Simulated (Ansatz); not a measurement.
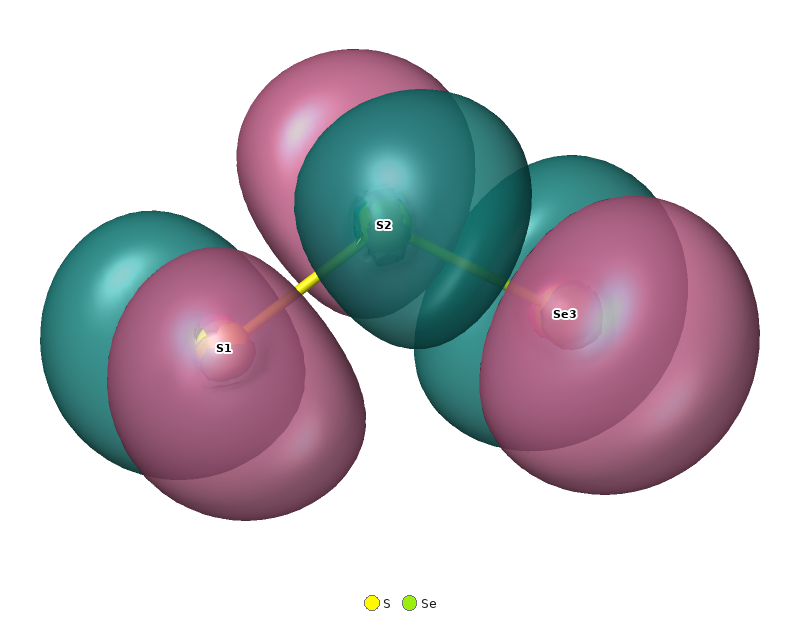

*S$_{2}$Se. One frontier orbital at ±0.06 Å⁻³ᐟ² (teal and pink are the two phases), seen at a tilt.*

Geometry: PBE0-D4/def2-TZVP.

These are results of Ansatz, RKS PBE0-D4/def2-TZVP, not measurements.

The calculation's input:

```
crystal:
  periodic: [false, false, false]
  atoms:
    - {symbol: S, position_ang: [0.076595, 1.682892, 0.262499]}
    - {symbol: S, position_ang: [0.454725, -0.018504, -0.509549]}
    - {symbol: Se, position_ang: [-0.531330, -1.664398, 0.247040]}
basis:
  gaussian: {orbitals: def2-TZVP, initial_orbitals: start.molden}
hamiltonian: {xc: pbe0, dispersion: d4}
output: {orbitals: {seedname: orbitals}}
```

Run with:

```sh
ansatz run in.yaml --threads 4 --pin off --events-out ev --progress --plain --max-ram 3916MiB
```

Question: Which orbital is it: HOMO or LUMO?

Answer: The LUMO, at −4.38 eV. Its weight (Hirshfeld) is mainly on Se3 (about 35 %), S2 (about 35 %) and S1 (about 30 %); it changes sign across the molecular plane (π type); π-antibonding (a node) across S1–S2 and S2–Se3.
